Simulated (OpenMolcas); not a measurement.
**triplet GeSiNH7: levels of theory compared**

Aim: a comparison of 6 runs (UHF/3-21G, UB3LYP/6-31G*, UBLYP/def2-SVP, UPBE/def2-SVP, UPBE0/def2-SVP, USVWN5/def2-SVP) of triplet GeSiNH7. 

Program for the calculation: OpenMolcas 26.06.

## (1) The structure to begin with

GeSiNH7 has 10 atoms, charge 0, and is taken as a triplet. SMILES of the parent species: `[SiH3][NH][GeH3]`. The shape is that of a PBE0-D4/def2-TZVP optimisation. That shape belongs to the parent species and isn't relaxed for this state.

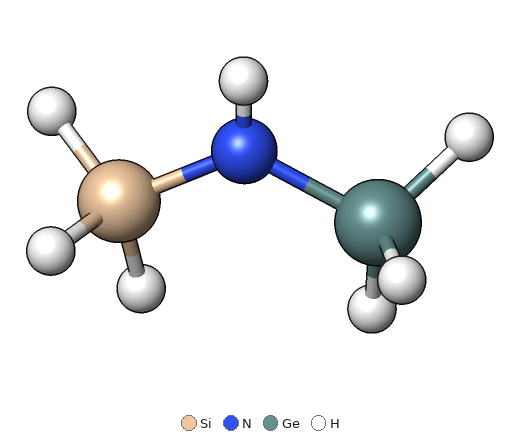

Viewed from a chosen angle; silicon light orange, nitrogen blue, germanium teal, hydrogen white.

## (2) The energy at UHF/3-21G (run 1)

Contents of geom.xyz:

```xyz
10

Si    -1.146800     0.522200    -0.945600
N      0.461400     0.319100    -0.375700
Ge     1.020100    -0.675800     1.066200
H     -1.923700    -0.668500    -0.512900
H     -1.160200     0.627200    -2.430500
H     -1.835500     1.735800    -0.416100
H      1.159100     0.952900    -0.736500
H     -0.018900    -1.787400     1.262400
H      1.119900     0.180400     2.345600
H      2.407800    -1.257200     0.745900
```

Contents of run.inp:

```
>>> EXPORT MOLCAS_PRINT=2

&GATEWAY
 BasLib = $CurrDir
 Coord = geom.xyz
 Basis = 3-21G
 Group = NoSym

&SEWARD

&SCF
 UHF
 Spin = 3
 Thresholds = 1e-10 1e-07 1e-07 1e-05
 PrOrbitals = 1 1
```

The basis set 3-21G is read from a file made from the Basis Set Exchange's data (not shown).

Command:

```
$ export MOLCAS_MEM=1860
$ pymolcas run.inp > run.log
```

The program printed:

```text
--- Start Module: gateway ---
[...]
--- Stop Module: gateway /rc=_RC_ALL_IS_WELL_ ---
--- Start Module: seward ---
[...]
      Basis functions           58
--- Stop Module: seward /rc=_RC_ALL_IS_WELL_ ---
[...]
--- Start Module: scf ---
[...]
       Convergence after  24 Iterations
[...]
::    Total SCF energy                              -2410.7504905534
[...]
      Total spin, S                                     1.0029358332
[...]
      Total electronic charge=   60.000000
      Total            charge=   -0.000000
[...]
      Dipole Moment (debye):
      Origin of the operator (angstrom)=    0.4028   -0.2529    0.3852
                   X=  5.2655E-01               Y=  1.1969E+00               Z= -1.4053E+00           Total=  1.9195E+00
      Quadrupole Moment (debye*angstrom):
[...]
--- Stop Module: scf /rc=_RC_ALL_IS_WELL_ ---
[...]
```

Wall time 5.1 s (1 thread of Intel Xeon Platinum 8259CL at 2.50GHz (Skylake/Cascade Lake), shared host); peak memory 0.39 GiB.

## (3) A single-point energy at UB3LYP/6-31G(d) (spherical functions) (run 2)

Contents of run.input:

```
&gateway
baslib=$CurrDir
coord
10
bohr
Si    -2.16713792     0.98681498    -1.78692502
N      0.87191963     0.60301161    -0.70997011
Ge     1.92770962    -1.27707692     2.01482599
H     -3.63526615    -1.26328191    -0.96924053
H     -2.19246025     1.18523623    -4.59297935
H     -3.46859230     3.28018661    -0.78631504
H      2.19038155     1.80072002    -1.39178329
H     -0.03571582    -3.37769648     2.38559026
H      2.11630429     0.34090659     4.43254160
H      4.55008256    -2.37576368     1.40954672
basis=6-31Gs
group=NoSym
&seward
gridinput
Grid=UltraFine
End of Grid
&scf
uhf
spin=3
ksdft=B3LYP
thresholds=1e-10 1e-07 1e-07 1e-05
prorbitals=1 1
```

The basis set 6-31G* is read from a file made from the Basis Set Exchange's data (not shown).

Command:

```
$ export MOLCAS_MEM=1860
$ pymolcas run.input > run.log
```

The program printed:

```text
--- Start Module: gateway ---
[...]
--- Stop Module: gateway /rc=_RC_ALL_IS_WELL_ ---
--- Start Module: seward ---
[...]
      Basis functions           78
--- Stop Module: seward /rc=_RC_ALL_IS_WELL_ ---
[...]
--- Start Module: scf ---
[...]
       Convergence after  21 Iterations
[...]
::    Total KS-DFT energy                           -2425.0245599039
[...]
      Total spin, S                                     1.0016660419
[...]
      Total electronic charge=   60.000000
      Total            charge=   -0.000000
[...]
      Dipole Moment (debye):
      Origin of the operator (angstrom)=    0.4028   -0.2529    0.3852
                   X=  4.6095E-01               Y=  7.4948E-01               Z= -5.1876E-01           Total=  1.0214E+00
      Quadrupole Moment (debye*angstrom):
[...]
--- Stop Module: scf /rc=_RC_ALL_IS_WELL_ ---
[...]
```

Wall time 65 s (1 thread of Intel Xeon Platinum 8259CL at 2.50GHz (Skylake/Cascade Lake), shared host); peak memory 0.44 GiB.

Runs 3 to 4 aren't shown in full; the table further down has their settings and results.

## (4) A single-point energy at UPBE0/def2-SVP (run 5)

Contents of calc.inp:

```
>>> EXPORT MOLCAS_PRINT=2
&GATEWAY
BasLib = $CurrDir
Coord
10
angstrom
Si      -1.146800       0.522200      -0.945600
N        0.461400       0.319100      -0.375700
Ge       1.020100      -0.675800       1.066200
H       -1.923700      -0.668500      -0.512900
H       -1.160200       0.627200      -2.430500
H       -1.835500       1.735800      -0.416100
H        1.159100       0.952900      -0.736500
H       -0.018900      -1.787400       1.262400
H        1.119900       0.180400       2.345600
H        2.407800      -1.257200       0.745900
Basis = def2-SVP
Group = NoSym
&SEWARD
GridInput
Grid=UltraFine
End of Grid
&SCF
UHF
Spin = 3
KSDFT = PBE0
Thresholds = 1e-10 1e-07 1e-07 1e-05
PrOrbitals = 1
```

The basis set def2-SVP is read from a file made from the Basis Set Exchange's data (not shown).

Command:

```
$ export MOLCAS_MEM=1860
$ pymolcas calc.inp > calc.log
```

The program printed:

```text
--- Start Module: gateway ---
[...]
--- Stop Module: gateway /rc=_RC_ALL_IS_WELL_ ---
--- Start Module: seward ---
[...]
      Basis functions           99
--- Stop Module: seward /rc=_RC_ALL_IS_WELL_ ---
[...]
--- Start Module: scf ---
[...]
       Convergence after  23 Iterations
[...]
::    Total KS-DFT energy                           -2424.4103098801
[...]
      Total spin, S                                     1.0019878160
[...]
      Total electronic charge=   60.000000
      Total            charge=   -0.000000
[...]
      Dipole Moment (debye):
      Origin of the operator (angstrom)=    0.4028   -0.2529    0.3852
                   X=  4.7937E-01               Y=  5.1609E-01               Z= -3.5607E-01           Total=  7.8926E-01
      Quadrupole Moment (debye*angstrom):
[...]
--- Stop Module: scf /rc=_RC_ALL_IS_WELL_ ---
[...]
```

Run time: 91 s. Hardware: 1 thread of Intel Xeon Platinum 8259CL at 2.50GHz (Skylake/Cascade Lake), shared host; peak memory 0.55 GiB.

## (5) The energy at USVWN5/def2-SVP (run 6)

Contents of mol.inp:

```
&GATEWAY
BasLib=$CurrDir
Coord
10
angstrom
Si      -1.146800       0.522200      -0.945600
N        0.461400       0.319100      -0.375700
Ge       1.020100      -0.675800       1.066200
H       -1.923700      -0.668500      -0.512900
H       -1.160200       0.627200      -2.430500
H       -1.835500       1.735800      -0.416100
H        1.159100       0.952900      -0.736500
H       -0.018900      -1.787400       1.262400
H        1.119900       0.180400       2.345600
H        2.407800      -1.257200       0.745900
Basis=def2-SVP
Group=NoSym
&SEWARD
GridInput
Grid=UltraFine
End of Grid
&SCF
UHF
Spin=3
KSDFT=SVWN5
Thresholds=1e-10 1e-07 1e-07 1e-05
PrOrbitals=1 2
```

The basis set def2-SVP is read from a file made from the Basis Set Exchange's data (not shown).

Command:

```
$ export MOLCAS_MEM=1860
$ pymolcas mol.inp > mol.log
```

The program printed:

```text
--- Start Module: gateway ---
[...]
--- Stop Module: gateway /rc=_RC_ALL_IS_WELL_ ---
--- Start Module: seward ---
[...]
      Basis functions           99
--- Stop Module: seward /rc=_RC_ALL_IS_WELL_ ---
[...]
--- Start Module: scf ---
[...]
       Convergence after  26 Iterations
[...]
::    Total KS-DFT energy                           -2420.0582392149
[...]
      Total spin, S                                     1.0007726711
[...]
      Total electronic charge=   60.000000
      Total            charge=   -0.000000
[...]
      Dipole Moment (debye):
      Origin of the operator (angstrom)=    0.4028   -0.2529    0.3852
                   X=  4.0481E-01               Y=  5.9662E-01               Z= -1.3825E-01           Total=  7.3412E-01
      Quadrupole Moment (debye*angstrom):
[...]
--- Stop Module: scf /rc=_RC_ALL_IS_WELL_ ---
[...]
```

Wall time 61 s (1 thread of Intel Xeon Platinum 8259CL at 2.50GHz (Skylake/Cascade Lake), shared host); peak memory 0.55 GiB.

## (6) The series

```csv
run,level,integration grid,energy (Eh),dipole moment (D),HOMO energy (eV),⟨S²⟩,wall time
1,UHF/3-21G,–,-2410.750491,1.92,-2.81,2.009,5.1 s
2,UB3LYP/6-31G* (spherical functions),UltraFine,-2425.024560,1.02,-1.86,2.005,65 s
3,UBLYP/def2-SVP,UltraFine,-2424.882539,0.65,-1.06,2.003,96 s
4,UPBE/def2-SVP,UltraFine,-2424.322911,0.77,-1.31,2.003,1.7 min
5,UPBE0/def2-SVP,UltraFine,-2424.410310,0.79,-1.94,2.006,91 s
6,USVWN5/def2-SVP,UltraFine,-2420.058239,0.73,-1.40,2.002,61 s
```

## (7) Summary of results

| quantity | value |
| --- | --- |
| run 6: total energy | -2420.05824 Eh |
| run 6: dipole moment | 0.73 D |
| run 6: HOMO energy (highest over α and β) | -1.40 eV |
| run 6: ⟨S²⟩ | 2.002 |

**Reading.** The dipole moment (its size) runs from 0.65 D (UBLYP/def2-SVP) to 1.92 D (UHF/3-21G). The two ends differ in method and basis. Totals of different functionals can't be ranked against each other. All runs together took 7 min, the longest 1.7 min.
